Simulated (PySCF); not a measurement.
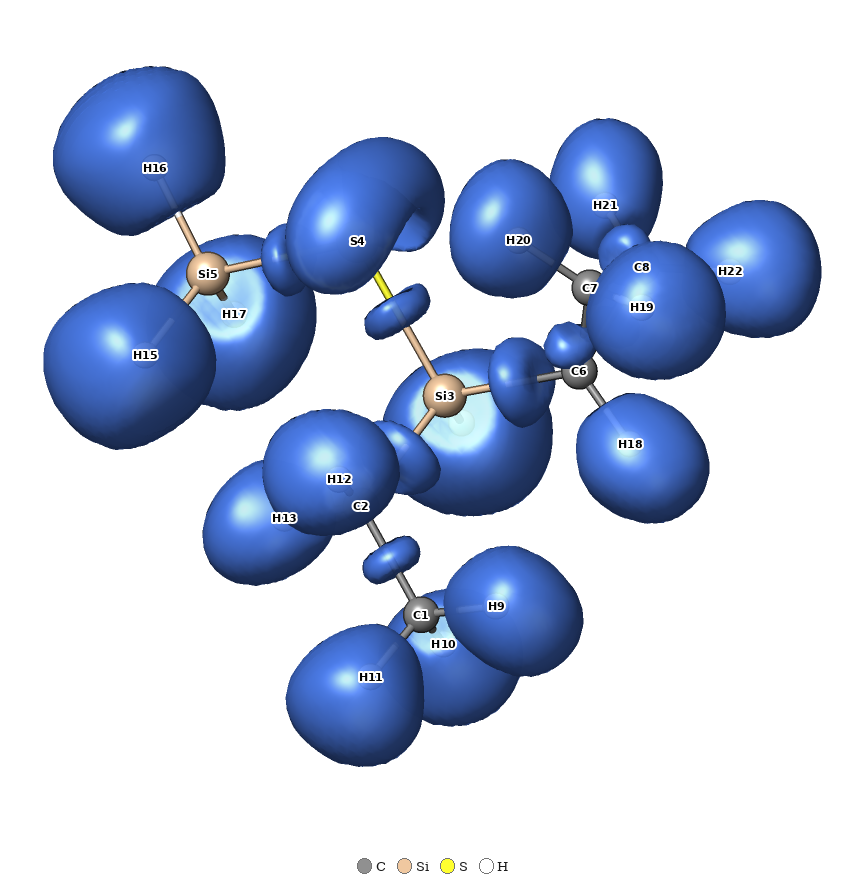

Figure. C$_{5}$H$_{14}$SSi$_{2}$. Isosurface of the electron localisation function at 0.85 (blue), seen at a tilt. Core shells and regions of very low density are left out.

Geometry: GFN2-xTB.

Method: PySCF 2.14.0, PBE0/pcSseg-1, SCF density, gas phase, non-relativistic.

```
atom    x (Å)    y (Å)    z (Å)
   C  -2.0984  -1.8177  -0.0045
   C  -1.5514  -0.5118   0.5583
  Si  -0.1217   0.1903  -0.4812
   S   0.6877   1.9535   0.4855
  Si  -0.9630   3.3074   0.5810
   C   1.3043  -1.0256  -0.6325
   C   2.4270  -1.0374   0.3717
   C   2.6815  -0.5524  -1.0125
   H  -1.3264  -2.5829  -0.0141
   H  -2.4491  -1.6775  -1.0241
   H  -2.9307  -2.1807   0.5956
   H  -1.2204  -0.6761   1.5860
   H  -2.3598   0.2202   0.6079
   H  -0.5976   0.6063  -1.8077
   H  -2.0004   2.7430   1.4376
   H  -0.3741   4.5067   1.1487
   H  -1.4764   3.5090  -0.7687
   H   1.0295  -1.9972  -1.0272
   H   2.8314  -1.9934   0.6698
   H   2.4050  -0.3022   1.1611
   H   2.8290   0.5070  -1.1514
   H   3.2637  -1.1691  -1.6807
```

**Identify the bonds, lone pairs and shells in this picture.**

The surface consists of four regions between bonded C–C atoms (shared pairs), two regions between bonded C–Si atoms (shared pairs), two regions between bonded S–Si atoms (shared pairs), 14 regions around hydrogen nuclei and one region wrapped around S (its lone pairs, merged into a ring or cap). Along the contacts the grid gives the following. C–C (1.49 Å): the ELF peaks at about 0.90 between the atoms: a covalent bond. C–Si (1.88 Å): the ELF peaks at about 0.95 between the atoms, as expected for localised, covalent bonding.
